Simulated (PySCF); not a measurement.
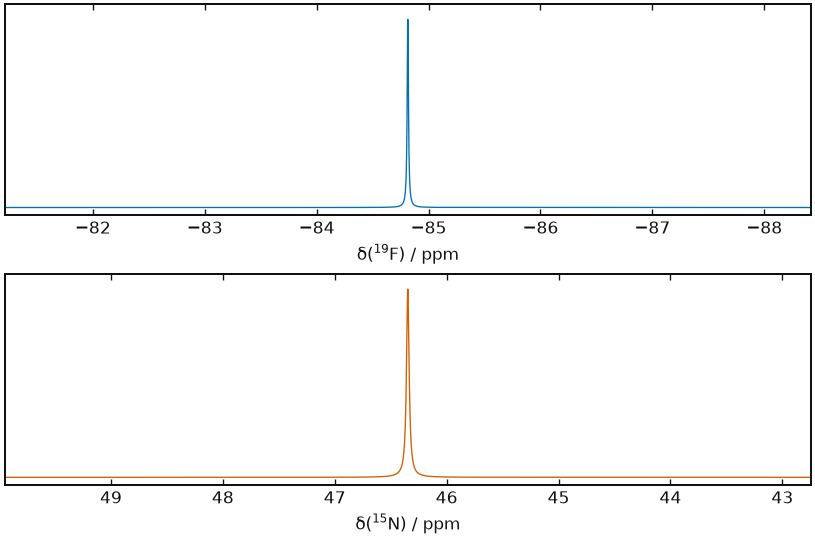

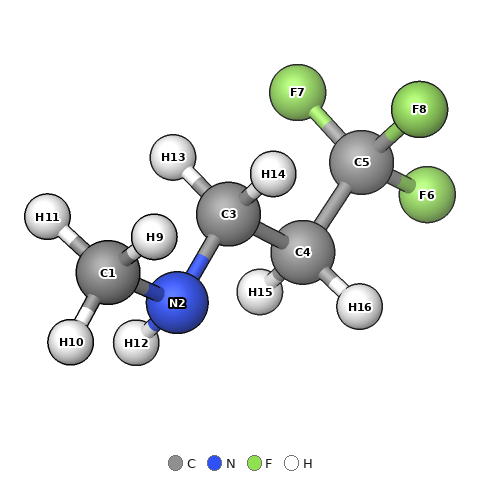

Spectrum and numbered structure of C₄H₈F₃N, SMILES CNCCC(F)(F)F. GIAO shifts, PBE0/pcSseg-1 with PySCF, at a GFN2-xTB geometry (no frequency check), against CFCl₃ for ¹⁹F and NH₃ for ¹⁵N computed at the same level (¹⁹F: this reference is a hard case for the method, so all values can be off together by tens of ppm, and differences between signals are safer; ¹⁵N: a single molecule, while the usual scales start at liquid NH₃ or nitromethane; multiply bonded nitrogen can come out tens of ppm too deshielded). Gas phase, fully decoupled, line heights follow the number of nuclei, widths are arbitrary (no quadrupolar broadening); values of one conformer, averaged over nuclei that symmetry, rotation about single bonds or inversion at nitrogen exchange, these motions taken as fast; other conformers aren't averaged in.

**Where does the ¹⁹F line lie?**

At −84.8 ppm (F6, F7 and F8).

**Where does the ¹⁵N line lie?**

At 46.3 ppm (N2).

Note: the tight-binding geometry is rougher than a DFT one and adds to the error.
